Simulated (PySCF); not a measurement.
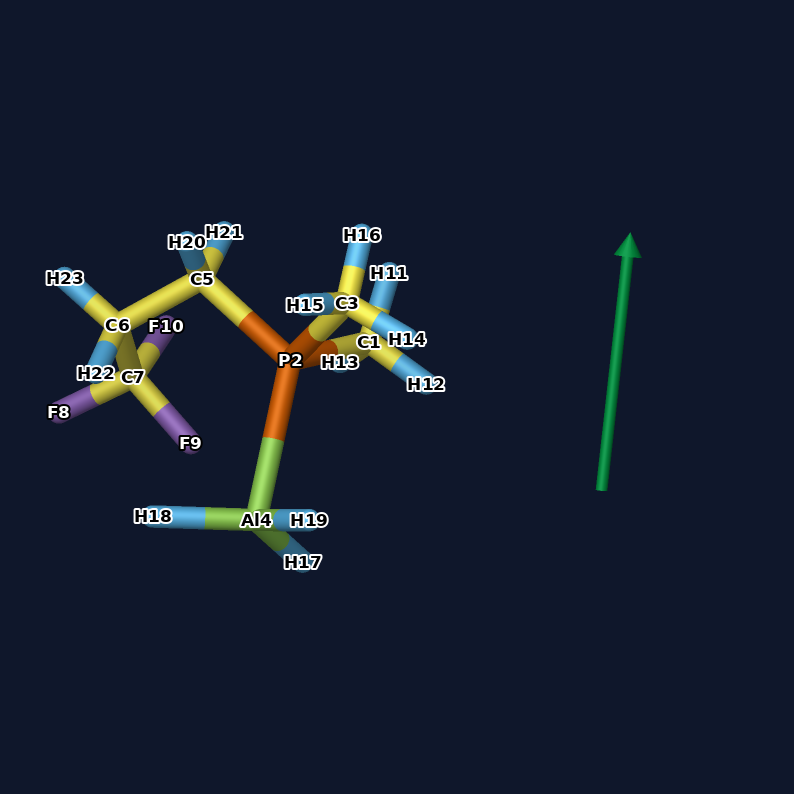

The arrow beside the molecule shows the direction of the dipole moment, from the negative to the positive end (its length means nothing). Computed geometry: GFN2-xTB optimisation. No frequency run is at hand to confirm it as a minimum. Level of theory: PBE0/pcSseg-1, gas phase (PySCF 2.14.0).

Question: Estimate the dipole moment.

Answer: 6.14 D; it points from the side of H17 to the side of H16 (the outermost atoms at the two ends).

The geometry is semi-empirical. Around Al, P such bond lengths and angles can be off by a tenth of an ångström or more and by several degrees, and values that hang on the shape move with them.
